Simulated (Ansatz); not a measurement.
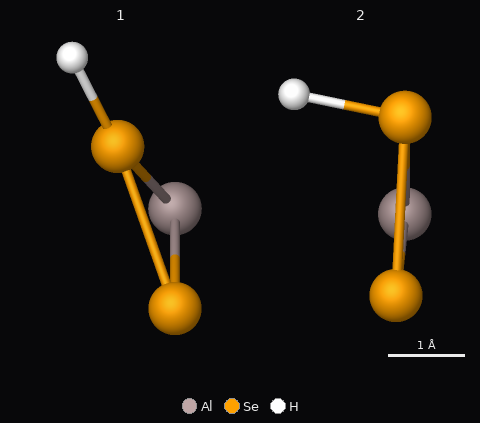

Two geometries of AlHSe₂, drawn at one scale. One is the start of a relaxation, the other its converged end. A ball-and-stick model, seen from a free direction.

Level of theory: RKS PBE-D4/def2-SVP in Ansatz 0.2.0. Settings: force threshold 0.03 eV/Å; at most 250 steps.

Question: Which one is relaxed?

Answer: Structure 2 is the relaxed one. It is one of the separated reactants of a reaction. The largest move after the best rigid fit is that of a Se atom, 0.85 Å. Largest moves by element: Se 0.85 Å, H 0.61 Å, Al 0.20 Å. Near-neighbour distances that change, for instance: Al–Se 2.274 → 2.837 Å, Se–Se 2.274 → 2.377 Å, H–Se 1.510 → 1.497 Å, Al–Se 2.486 → 2.474 Å. Among the angles between lasting bonds that change: Al–Se–H 146.9° → 96.4°, Se–Se–H 146.9° → 98.9°, Al–Se–Se 56.9° → 71.5°. Groups turn about Se–Se by about 90°, Al–Se by about 85°. After 11 geometry steps the energy has fallen by 2.182 eV. Largest force component: 3.4 eV/Å at the start, 0.013 eV/Å at the end. Cost: 15 s on 2 threads of Intel Xeon Platinum 8488C, on a shared host.
